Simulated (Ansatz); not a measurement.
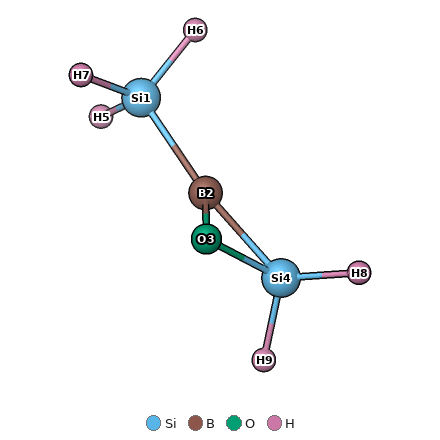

The system is BH₅OSi₂ (SMILES [SiH3]B1O[SiH2]1) with the probe HF; the picture shows it without the atoms that are moved over the map. The probe is moved over a plane parallel to the molecule's main plane, 4.31 Å above it. Coordinates scanned: (1) x of the probe's F atom; (2) y of the probe's F atom. Nothing is relaxed (molecule and probe rigid, the probe upright with F nearest the plane). The scan uses a 13 × 9 grid. Energies are in kJ/mol, from molecule and probe far apart, each relaxed in its own basis (no counterpoise correction). The calculation used RHF/def2-SVPD (Ansatz).

Range: x of the probe's F atom from −4.38 to 4.38 Å; y of the probe's F atom from −2.92 to 2.92 Å.

Q: What landscape does the calculation give?

A: The lowest grid point is at x of the probe's F atom = 0.00 Å, y of the probe's F atom = 0.73 Å, −2.12 kJ/mol from molecule and probe far apart, each relaxed in its own basis (no counterpoise correction). No other kind of well shows on this grid. The highest grid point, x of the probe's F atom = 1.46 Å, y of the probe's F atom = −2.92 Å, lies 2.76 kJ/mol above the lowest. Near the minimum the curvatures are about 0.0047 and 0.01 eV/Å² along the soft and the stiff direction.

```tsv
y of the probe's F atom ↓, x of the probe's F atom →	−4.38	−3.65	−2.92	−2.19	−1.46	−0.73	0.00	0.73	1.46	2.19	2.92	3.65	4.38
2.92	−0.05	−0.12	−0.22	−0.36	−0.56	−0.80	−1.02	−1.17	−1.25	−1.24	−1.17	−1.04	−0.89
2.19	−0.09	−0.21	−0.37	−0.55	−0.82	−1.15	−1.41	−1.51	−1.50	−1.42	−1.31	−1.16	−0.97
1.46	−0.14	−0.32	−0.55	−0.79	−1.16	−1.58	−1.83	−1.84	−1.69	−1.55	−1.44	−1.25	−1.00
0.73	−0.17	−0.36	−0.64	−0.98	−1.47	−1.94	−2.12	−1.99	−1.72	−1.54	−1.42	−1.20	−0.94
0.00	−0.21	−0.40	−0.70	−1.12	−1.63	−2.01	−2.07	−1.81	−1.46	−1.22	−1.07	−0.91	−0.73
−0.73	−0.24	−0.47	−0.78	−1.16	−1.52	−1.70	−1.60	−1.28	−0.93	−0.71	−0.59	−0.52	−0.46
−1.46	−0.20	−0.42	−0.69	−0.94	−1.11	−1.09	−0.88	−0.57	−0.30	−0.17	−0.15	−0.17	−0.20
−2.19	−0.08	−0.23	−0.40	−0.52	−0.54	−0.40	−0.16	0.10	0.26	0.29	0.21	0.11	0.02
−2.92	0.05	−0.01	−0.07	−0.09	−0.02	0.15	0.37	0.55	0.63	0.59	0.46	0.32	0.20
```

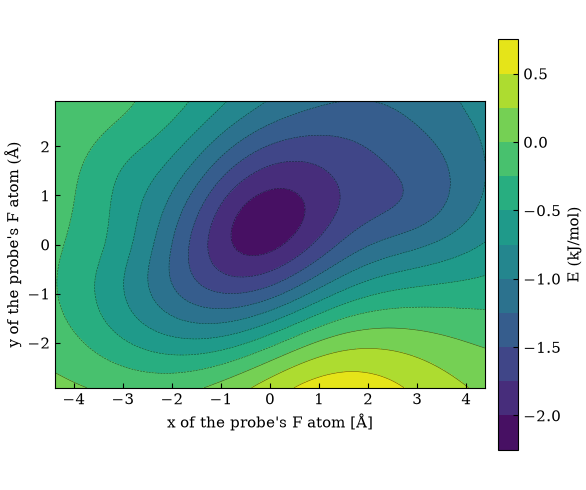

The picture shows filled contours. Between grid points the surface is interpolated.

The whole map (117 points run) took 11 min on 1 thread of Arm Neoverse V2, with other jobs on the host.
